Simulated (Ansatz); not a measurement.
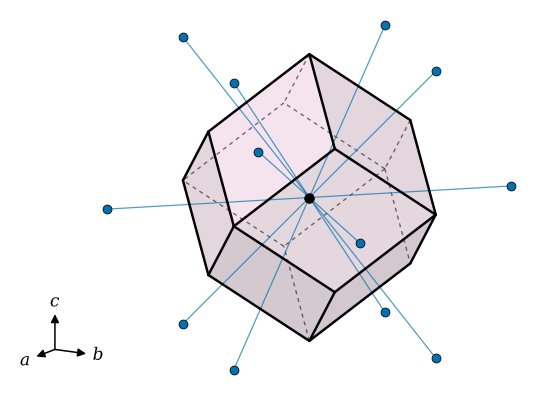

The Wigner–Seitz cell of the crystal's lattice, with lines to the lattice points that define its faces. Crystal: Pt, coordinates from a relaxation with DFT PBEsol, scalar-relativistic, plane waves, PAW in Ansatz 0.2.0. Symmetry computed with spglib at a tolerance of 0.002 Å; standard conventional cell.

a = 3.918 Å, b = 3.918 Å, c = 3.918 Å, α = 90.00°, β = 90.00°, γ = 90.00°; lattice centring F.

Q: What is the cell's combinatorial type?

A: A rhombic dodecahedron: 12 faces (12 with 4 edges), 24 edges, 14 vertices. Its volume is that of the primitive cell, 15.0 Å³.

Q: Which lattice vectors do the faces bisect?

A:
```tsv
example	length (Å)	faces	edges of each	area (Å²)
1/2 a + 1/2 b	2.77	12	4	2.7
```
